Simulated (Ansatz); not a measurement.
# Preparing Al2GaP3O12 (C2) as a host crystal

Aim: the runs on the perfect crystal Al2GaP3O12 (C2) that a defect calculation needs first.

Calculated with Ansatz 0.2.0; plane-wave PAW DFT, PBEsol; relaxation of the host's cell and atoms, in the first sound run; inputs show where later runs differ.

## (1) The structure

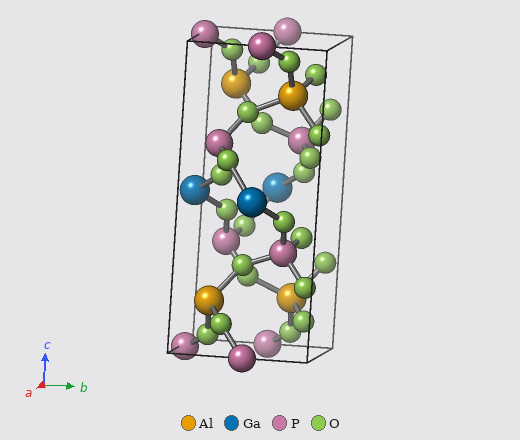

The starting structure, seen slightly off an axis (aluminium orange, gallium blue, phosphorus pink, oxygen green). This picture shows the conventional cell, with its axes. Some periodic images of atoms are drawn too.

## (2) Host cell relaxation

Cell and atoms are relaxed together, until forces and stress fall under their thresholds.

cell/input.yaml reads:

```yaml
crystal:
  lattice:
    - [4.350995, -2.498464, 0.0]
    - [4.350995, 2.498464, 0.0]
    - [-0.029654, 0.0, 11.131611]
  atoms:
    - { symbol: Al, position: [0.535799, 0.999934, 0.165064] }
    - { symbol: Al, position: [6.6e-05, 0.464201, 0.834936] }
    - { symbol: Ga, position: [0.466598, 0.533402, 0.5] }
    - { symbol: P, position: [0.466079, 0.533921, 0.0] }
    - { symbol: P, position: [0.534817, 0.000416, 0.669222] }
    - { symbol: P, position: [0.999584, 0.465183, 0.330778] }
    - { symbol: O, position: [0.408822, 0.896588, 0.563398] }
    - { symbol: O, position: [0.879016, 0.705176, 0.228391] }
    - { symbol: O, position: [0.705993, 0.418467, 0.898034] }
    - { symbol: O, position: [0.103412, 0.591178, 0.436602] }
    - { symbol: O, position: [0.294824, 0.120984, 0.771609] }
    - { symbol: O, position: [0.581533, 0.294007, 0.101966] }
    - { symbol: O, position: [0.415877, 0.842254, 0.050073] }
    - { symbol: O, position: [0.843207, 0.734864, 0.717492] }
    - { symbol: O, position: [0.74452, 0.402996, 0.375104] }
    - { symbol: O, position: [0.157746, 0.584123, 0.949927] }
    - { symbol: O, position: [0.265136, 0.156793, 0.282508] }
    - { symbol: O, position: [0.597004, 0.25548, 0.624896] }
basis:
  ecutwfc: 420
  xc_grid: 2
hamiltonian:
  xc: pbesol
kpoints:
  mp_grid: { grid: [7, 7, 3] }
scf:
  occupations: { method: fixed }
  max_iter: 100
relax:
  f_tol: 0.005
  max_steps: 60
  cell: {}
output:
  forces: true
  stress: true
checkpoint:
  write: "../cell.run"
  compress: false
  write_wavefunctions: false
  write_every: 100000
```

Command:

```console
$ ansatz run input.yaml --threads 4 --pin off --max-ram 7536MiB --backend cpu --events-out ev --progress --plain --runs-dir out
```

Numbers of over 12 decimals in the logs are rounded to 6 here.

Output:

```text
[... repeated set-up lines and file paths are left out, and long positions are rounded to six places ...]
Engine: ansatz 0.2.0, aarch64-unknown-linux-gnu
Pseudopotentials: kind: paw
Pseudopotential: Al, paw, valence charge 3, recommended cutoff 420 eV (normal), Al.paw.azcp
Pseudopotential: Ga, paw, valence charge 13, recommended cutoff 420 eV (normal), Ga.paw.azcp
Pseudopotential: P, paw, valence charge 5, recommended cutoff 420 eV (normal), P.paw.azcp
Pseudopotential: O, paw, valence charge 6, recommended cutoff 420 eV (normal), O.paw.azcp
Functional definition: PBEsol
  exchange = pbesol_x
  correlation = pbesol_c
Crystal: 18 atoms, lattice volume = 242.019 Å³
Basis set: ecut = 420 eV, 4745 PW (Γ), exchange–correlation on 72×72×150 points (8 copies of the dense FFT grid, shifted against one another)
Bands: 71, of which v1, the nominal top of the filled ones, is band 53 counted from 1 (52 counted from 0)
Symmetry: 2 space group operations
Space group: C2 (ITA 5), of the structure as read, at distance tolerance 6.2e-5 Å
k-points: 44 of 147 (time reversal used)
Non-local potential: Al, projectors of the file, l = 0: 2, l = 1: 2, l = 2: 1
Non-local potential: Ga, projectors of the file, l = 0: 2, l = 1: 2, l = 2: 3, l = 3: 1
Non-local potential: P, projectors of the file, l = 0: 2, l = 1: 2, l = 2: 2
Non-local potential: O, projectors of the file, l = 0: 2, l = 1: 2, l = 2: 1
PAW form: soft (Blöchl's): semilocal exchange-correlation on the pseudo side does not see the compensation charge
PAW frozen core: Al, regenerated for the run's functional, and the local potential with it (the file was generated under x = pbe(κ = 0.804, μ = 0.219515), c = pbe(β = 0.066725))
PAW frozen core: Ga, regenerated for the run's functional, and the local potential with it (the file was generated under x = pbe(κ = 0.804, μ = 0.219515), c = pbe(β = 0.066725))
PAW frozen core: P, regenerated for the run's functional, and the local potential with it (the file was generated under x = pbe(κ = 0.804, μ = 0.219515), c = pbe(β = 0.066725))
PAW frozen core: O, regenerated for the run's functional, and the local potential with it (the file was generated under x = pbe(κ = 0.804, μ = 0.219515), c = pbe(β = 0.066725))
PAW one-centre angular grid: Al, 110 points (default); XC on 64 Gauss nodes
PAW one-centre angular grid: Ga, 590 points (default); XC on 64 Gauss nodes
PAW one-centre angular grid: P, 110 points (default); XC on 64 Gauss nodes
PAW one-centre angular grid: O, 110 points (default); XC on 64 Gauss nodes
Initial density: superposition of atomic densities (neutral atoms: chi_scale 0, normalization atom), corrected by the library's trained network
Initial wavefunctions: pseudopotential atomic-orbital guess
Functional: x = pbesol(κ = 0.804, μ = 0.123457), c = pbesol(β = 0.046)
SCF iter   1: F=—  HF=-13757.064073 eV  |F-HF|=—  |Δ(HF+E_count)|=         —  Δρ=1.14e-2  dr2=2.36e-1  ethr=1.77e-3  ⟨swp⟩=5.2  Hψ=12560  notcnv=0  defer=692
preconditioner: auto → Resta (q_TF=auto, 2.378 Å⁻¹)  ε∞=3.1  [insulator: Δε(μ)=4.881 eV  Ē_g=16.863 eV  n_scr=50 (ndim 8)  ℏωp=24.6 eV  f_vac=0.153  ε∞_Penn≈3.1]
SCF iter   2: F=—  HF=-13756.998081 eV  |F-HF|=—  |Δ(HF+E_count)|=   6.60e-2  Δρ=1.60e-3  dr2=4.16e-3  ethr=2.23e-4  ⟨swp⟩=3.0  Hψ=5165  notcnv=0  defer=704
SCF iter   3: F=—  HF=-13756.998528 eV  |F-HF|=—  |Δ(HF+E_count)|=   4.48e-4  Δρ=6.98e-4  dr2=1.17e-3  ethr=3.92e-6  ⟨swp⟩=2.7  Hψ=4492  notcnv=0  defer=352
automatic band count: iteration 3 solves 63 bands in place of 71: the levels show a gap, and the empty bands left out lie too high to hold charge; the band table lists the bands solved (type scf.n_extra_bands for more)
SCF iter   4: F=—  HF=-13756.998968 eV  |F-HF|=—  |Δ(HF+E_count)|=   4.40e-4  Δρ=2.71e-4  dr2=1.68e-4  ethr=1.11e-6  ⟨swp⟩=2.9  Hψ=4831  notcnv=0  defer=352
SCF iter   5: F=—  HF=-13756.998987 eV  |F-HF|=—  |Δ(HF+E_count)|=   1.86e-5  Δρ=7.69e-5  dr2=1.77e-5  ethr=1.59e-7  ⟨swp⟩=2.0  Hψ=4508  notcnv=0  defer=352
SCF iter   6: F=—  HF=-13756.998781 eV  |F-HF|=—  |Δ(HF+E_count)|=   2.05e-4  Δρ=2.50e-5  dr2=1.69e-6  ethr=1.67e-8  ⟨swp⟩=2.0  Hψ=4766  notcnv=0  defer=340
SCF iter   7: F=—  HF=-13756.998785 eV  |F-HF|=—  |Δ(HF+E_count)|=   3.58e-6  Δρ=9.40e-6  dr2=1.81e-7  ethr=1.59e-9  ⟨swp⟩=2.1  Hψ=4918  notcnv=0  defer=342
SCF iter   8: F=-13756.998785 eV  HF=-13756.998785 eV  |F-HF|=7.14e-9  |Δ(HF+E_count)|=   1.31e-7  Δρ=4.56e-6  dr2=3.74e-8  ethr=9.43e-11  ⟨swp⟩=5.0  Hψ=10315  notcnv=0
SCF 1 converged in 8 iterations: F = -13756.998785 eV  dr2 = 3.74e-8
  greatest PAW one-centre occupation: 0.996 electrons in one spin orbital (limit 2), on the Ga atom at site 2 (counted from 0), in its partial waves of l = 2
relax step   1: F+E_penalty+E_count = -13756.99878520 eV  Δ(F+E_penalty+E_count) = +0.000e0 eV  max|allowed force component| = 1.952e-1 eV/Å  Δτ_max = 0.0000 Å  P = -2.328 GPa  Ω = 242.019 Å³  (8 SCF iters, dr2 threshold 1.00e-7 eV, accepted)
[... the SCF cycles and remarks between the steps are left out from here to the last step ...]
relax step   2: F+E_penalty+E_count = -13757.03584781 eV  Δ(F+E_penalty+E_count) = -3.706e-2 eV  max|allowed force component| = 1.064e-1 eV/Å  Δτ_max = 0.0143 Å  P = -1.142 GPa  Ω = 239.614 Å³  energy of the carried Pulay correction = +9.607e-3 eV  (6 SCF iters, dr2 threshold 1.80e-6 eV, accepted)
relax step   3: F+E_penalty+E_count = -13757.05950751 eV  Δ(F+E_penalty+E_count) = -2.366e-2 eV  max|allowed force component| = 5.420e-2 eV/Å  Δτ_max = 0.0219 Å  P = +0.184 GPa  Ω = 236.825 Å³  energy of the carried Pulay correction = +2.087e-2 eV  (6 SCF iters, dr2 threshold 1.80e-6 eV, accepted)
relax step   4: F+E_penalty+E_count = -13757.06419194 eV  Δ(F+E_penalty+E_count) = -4.684e-3 eV  max|allowed force component| = 7.794e-2 eV/Å  Δτ_max = 0.0210 Å  P = +0.091 GPa  Ω = 236.499 Å³  energy of the carried Pulay correction = +2.220e-2 eV  (6 SCF iters, dr2 threshold 1.84e-7 eV, accepted)
relax step   5: F+E_penalty+E_count = -13757.06596187 eV  Δ(F+E_penalty+E_count) = -1.770e-3 eV  max|allowed force component| = 4.631e-2 eV/Å  Δτ_max = 0.0251 Å  P = +0.008 GPa  Ω = 236.468 Å³  energy of the carried Pulay correction = +2.232e-2 eV  (6 SCF iters, dr2 threshold 3.80e-7 eV, accepted)
relax step   6: F+E_penalty+E_count = -13757.06609518 eV  Δ(F+E_penalty+E_count) = -1.333e-4 eV  max|allowed force component| = 3.492e-2 eV/Å  Δτ_max = 0.0058 Å  P = +0.004 GPa  Ω = 236.464 Å³  energy of the carried Pulay correction = +2.234e-2 eV  (5 SCF iters, dr2 threshold 1.34e-7 eV, accepted)
relax step   7: F+E_penalty+E_count = -13757.06609372 eV  Δ(F+E_penalty+E_count) = +1.463e-6 eV  max|allowed force component| = 5.640e-3 eV/Å  Δτ_max = 0.0018 Å  P = +0.000 GPa  Ω = 236.476 Å³  energy of the carried Pulay correction = +2.229e-2 eV  (5 SCF iters, dr2 threshold 7.62e-8 eV, accepted)
relax step   8: F+E_penalty+E_count = -13757.06607077 eV  Δ(F+E_penalty+E_count) = +2.295e-5 eV  max|allowed force component| = 1.105e-3 eV/Å  Δτ_max = 0.0002 Å  P = -0.000 GPa  Ω = 236.482 Å³  energy of the carried Pulay correction = +2.226e-2 eV  (5 SCF iters, dr2 threshold 1.99e-9 eV, accepted)
relax step   9: F+E_penalty+E_count = -13757.04694540 eV  Δ(F+E_penalty+E_count) = +1.913e-2 eV  max|allowed force component| = 1.044e-3 eV/Å  Δτ_max = 0.0000 Å  P = -0.154 GPa  Ω = 236.482 Å³  stress off target by 2.04e-1 GPa  SCF on the basis re-selected at this cell (its energy is not comparable with the rows above)  (6 SCF iters)
relax step  10: F+E_penalty+E_count = -13757.04995065 eV  Δ(F+E_penalty+E_count) = -3.005e-3 eV  max|allowed force component| = 5.208e-3 eV/Å  Δτ_max = 0.0073 Å  P = -0.059 GPa  Ω = 235.847 Å³  energy of the carried Pulay correction = +2.552e-3 eV  (6 SCF iters, dr2 threshold 1.04e-7 eV, accepted)
relax step  11: F+E_penalty+E_count = -13757.05138949 eV  Δ(F+E_penalty+E_count) = -1.439e-3 eV  max|allowed force component| = 2.774e-3 eV/Å  Δτ_max = 0.0035 Å  P = -0.001 GPa  Ω = 235.507 Å³  energy of the carried Pulay correction = +3.910e-3 eV  (6 SCF iters, dr2 threshold 1.59e-8 eV, accepted)
iter 1 solved again at ethr=4.81e-8 eV; its pass at ethr=3.10e-3 eV (dr2=5.10e-5 eV) is discarded
SCF iter   1: F=—  HF=-13757.047636 eV  |F-HF|=—  |Δ(HF+E_count)|=         —  Δρ=3.76e-5  dr2=4.64e-7  ethr=4.81e-8  ⟨swp⟩=4.3  Hψ=21831  notcnv=0  defer=704
SCF iter   2: F=—  HF=-13757.047442 eV  |F-HF|=—  |Δ(HF+E_count)|=   1.94e-4  Δρ=1.81e-5  dr2=1.15e-7  ethr=4.38e-10  ⟨swp⟩=2.8  Hψ=5112  notcnv=0  defer=704
SCF iter   3: F=—  HF=-13757.047442 eV  |F-HF|=—  |Δ(HF+E_count)|=   2.12e-7  Δρ=4.60e-6  dr2=8.77e-9  ethr=1.09e-10  ⟨swp⟩=2.6  Hψ=5153  notcnv=0  defer=704
SCF iter   4: F=—  HF=-13757.047442 eV  |F-HF|=—  |Δ(HF+E_count)|=   1.15e-8  Δρ=3.87e-7  dr2=2.85e-10  ethr=8.27e-12  ⟨swp⟩=2.0  Hψ=4946  notcnv=0  defer=704
SCF iter   5: F=-13757.047442 eV  HF=-13757.047442 eV  |F-HF|=1.04e-10  |Δ(HF+E_count)|=  1.44e-10  Δρ=1.77e-7  dr2=9.63e-11  ethr=1.00e-12  ⟨swp⟩=4.4  Hψ=9909  notcnv=0
SCF 12 converged in 5 iterations: F = -13757.047442 eV  dr2 = 9.63e-11
relax step  12: F+E_penalty+E_count = -13757.04744213 eV  Δ(F+E_penalty+E_count) = +3.947e-3 eV  max|allowed force component| = 2.826e-3 eV/Å  Δτ_max = 0.0000 Å  P = -0.016 GPa  Ω = 235.507 Å³  stress off target by 2.82e-2 GPa  SCF on the basis re-selected at this cell (its energy is not comparable with the rows above)  (5 SCF iters)
basis re-selected at this cell: Δ(F+E_penalty+E_count) = +3.947e-3 eV, ΔP = -0.016 GPa vs the last step (what re-selecting the basis moved, of the pressure what is left beyond the Pulay correction that the steps carried, after the strain that the cell walked [...]
SCF converged after 5 iterations
Free energy (F): -13757.047442 eV
Harris-Foulkes:  -13757.047442 eV  (|F-HF|=1.04e-10)
Internal energy: -13757.047442 eV  (E = F + TS)
E sigma→0 (E₀):  -13757.047442 eV
Fermi energy:    2.374650 eV
--- Per-component energies (eV) ---
  E_band       = -535.812868
  E_kinetic    = 2529.240224
  E_local      = -8857.543481  (includes V_loc(G=0)·N_el)
  E_nonlocal   = 1127.539984
  E_hartree    = 3493.886064
  E_xc         = -1208.906105
  E_vxc        = -1425.905148  (∫ρ·V_xc dr)
  E_paw        = -6368.389658  (= ΣΔE_a)
  E_vpaw       = -896.946213  (= ΣTr[D̂ρ^β])
  E_aug_tail   = 0.030038  (compensation charges beyond the density's cutoff)
  E_ewald      = -4474.367509
  E_core_change = 1.462999  (= ΣΔE_core)
  E_smearing   = -0.000000  (= −TS)
  E_closure    = -0.000000  (closes the sum)
  Σ components = -13757.047442   (vs F -13757.047442, Δ=0.00e0)
--- Forces (eV/Å), atoms counted from 1 ---
  atom   1  Al    -0.00079098    -0.00051818     0.00097910
  atom   2  Al     0.00079098    -0.00051818    -0.00097910
  atom   3  Ga     0.00000000    -0.00008095     0.00000000
  atom   4  P      0.00000000    -0.00109602     0.00000000
  atom   5  P      0.00170824     0.00109786    -0.00282613
  atom   6  P     -0.00170824     0.00109786     0.00282613
  atom   7  O      0.00108406     0.00083814     0.00077156
  atom   8  O      0.00078324     0.00005451    -0.00062562
  atom   9  O     -0.00088925     0.00075938    -0.00038003
  atom  10  O     -0.00108406     0.00083814    -0.00077156
  atom  11  O     -0.00078324     0.00005451     0.00062562
  atom  12  O      0.00088925     0.00075938     0.00038003
  atom  13  O      0.00084081     0.00037315    -0.00046641
  atom  14  O      0.00049874    -0.00010027    -0.00023588
  atom  15  O      0.00189291    -0.00191688    -0.00023160
  atom  16  O     -0.00084081     0.00037315     0.00046641
  atom  17  O     -0.00049874    -0.00010027     0.00023588
  atom  18  O     -0.00189291    -0.00191688     0.00023160
  max |Σ_I F_I| component: 1.54e-6 eV/Å
--- Stress (GPa, compression-positive) ---
       -0.026603       0.000000      -0.004793
        0.000000      -0.008462       0.000000
       -0.004806       0.000000      -0.014213
  P = ⅓ Tr σ = -0.0164 GPa (-0.164 kbar)
--- Relaxed structure (10 steps of the walk, 10 accepted, 2 SCFs on fresh bases) ---
  F+E_penalty+E_count = -13757.04744213 eV   max|allowed force component| = 2.826e-3 eV/Å   (the final SCF, on the basis selected at the relaxed cell)
  cell:  # Å, volume = 235.5070 Å³
    - [4.287706, -2.488974, -0.021359]
    - [4.287706, 2.488974, -0.021359]
    - [-0.083868, 0.0, 11.034304]
  atoms:
    - { symbol: Al, position: [0.537428, 1.001159, 0.167422] }
    - { symbol: Al, position: [-0.001159, 0.462572, 0.832578] }
    - { symbol: Ga, position: [0.466871, 0.533129, 0.5] }
    - { symbol: P, position: [0.468663, 0.531337, 0.0] }
    - { symbol: P, position: [0.536221, 0.004364, 0.667395] }
    - { symbol: P, position: [0.995636, 0.463779, 0.332605] }
    - { symbol: O, position: [0.414911, 0.902695, 0.556678] }
    - { symbol: O, position: [0.880238, 0.708205, 0.231664] }
    - { symbol: O, position: [0.708614, 0.411778, 0.897536] }
    - { symbol: O, position: [0.097305, 0.585089, 0.443322] }
    - { symbol: O, position: [0.291795, 0.119762, 0.768336] }
    - { symbol: O, position: [0.588222, 0.291386, 0.102464] }
    - { symbol: O, position: [0.416961, 0.843161, 0.050383] }
    - { symbol: O, position: [0.841923, 0.736461, 0.716229] }
    - { symbol: O, position: [0.735241, 0.399214, 0.372171] }
    - { symbol: O, position: [0.156839, 0.583039, 0.949617] }
    - { symbol: O, position: [0.263539, 0.158077, 0.283771] }
    - { symbol: O, position: [0.600786, 0.264759, 0.627829] }
```

The job ended after 2.9 min (4 threads of Arm Neoverse V1, shared host; peak memory 0.97 GiB; 11 min of CPU time).

Relaxation path:

```
step  energy less that of the first step (eV)  largest force component (eV/Å)  pressure (GPa)  volume (Å³)
   1                                   0.0000                          0.1952           -2.33       242.02
   2                                  -0.0371                          0.1064           -1.14       239.61
   3                                  -0.0607                          0.0542            0.18       236.83
   4                                  -0.0654                          0.0779            0.09       236.50
   5                                  -0.0672                          0.0463            0.01       236.47
   6                                  -0.0673                          0.0349            0.00       236.46
   7                                  -0.0673                          0.0056            0.00       236.48
   8                                  -0.0673                          0.0011            0.00       236.48
   9                                  -0.0482                          0.0010           -0.15       236.48
  10                                  -0.0512                          0.0052           -0.06       235.85
  11                                  -0.0526                          0.0028            0.00       235.51
 12*                                  -0.0487                          0.0028           -0.02       235.51
```

Relaxation steps marked * repeat the geometry before them on a plane-wave basis chosen anew for their cell, so energy and pressure can jump there. The log counts 2 steps on a newly chosen plane-wave basis, not all of them marked here; energy and pressure can jump at such steps.

Forces are held to the 2 operations that the run works with; a distortion that breaks them can't arise in this run.

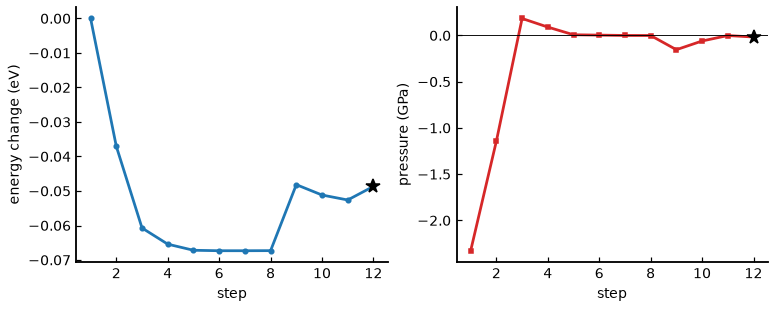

Energy and pressure along the relaxation. Stars mark steps on a basis chosen anew.

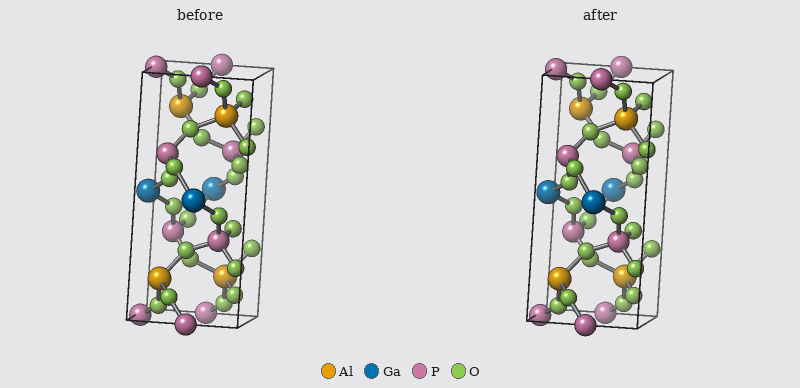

Before and after, at one scale.

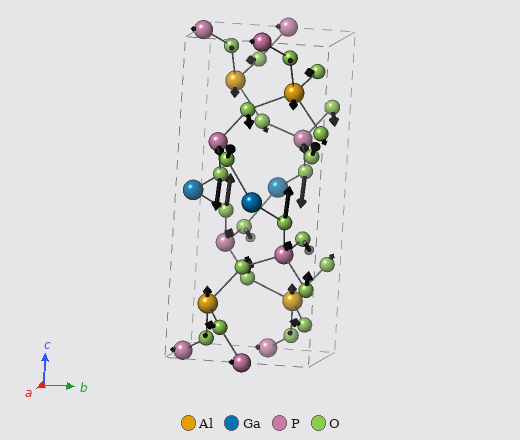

Displacements in the relaxation, exaggerated, measured against the changing cell; the longest in the cell stands for 0.09 Å. Some periodic images of atoms are drawn too.

```
     cell as run  before   after  change
           a (Å)   5.017   4.958  -1.2 %
           b (Å)   5.017   4.958  -1.2 %
           c (Å)  11.132  11.035  -0.9 %
           α (°)   90.13   90.62  +0.5 %
           β (°)   90.13   90.62  +0.5 %
           γ (°)   59.73   60.27  +0.9 %
volume (Å³/atom)   13.45   13.08  -2.7 %
```

The atoms that moved most (Å, as changes of fractional coordinates times the final cell):

```
atom      dx     dy      dz  length
 O10  -0.053  0.000   0.074   0.091
  O7   0.053  0.000  -0.074   0.091
 O18   0.056  0.014   0.032   0.066
 O15  -0.056  0.014  -0.032   0.066
 O11  -0.018  0.004  -0.036   0.040
  O8   0.018  0.004   0.036   0.040
  P6  -0.023  0.006   0.020   0.031
  P5   0.023  0.006  -0.020   0.031
```

Numbers from this step:

```yaml
pressure: -0.01643 GPa
```

The relaxation ends with a largest force component of 0.0028 eV/Å and a pressure of -0.02 GPa.

(Part 1 of 4 ends here.)

[Logs are printed without paths, hosts, clocks, repeated set-up lines and the standing remarks that a program may print on its own settings, such as how far it seeks lower states.]

[Hosts, paths, dates, database ids (printed as entryN), source tags and the programs' standing remarks are cut or masked in the printed files.]

[Runs of the host that timed out are not shown.]

[For some hosts the program warned that the k-mesh of the response run may be too coarse for force constants and the static dielectric constant; such warnings are not always shown.]
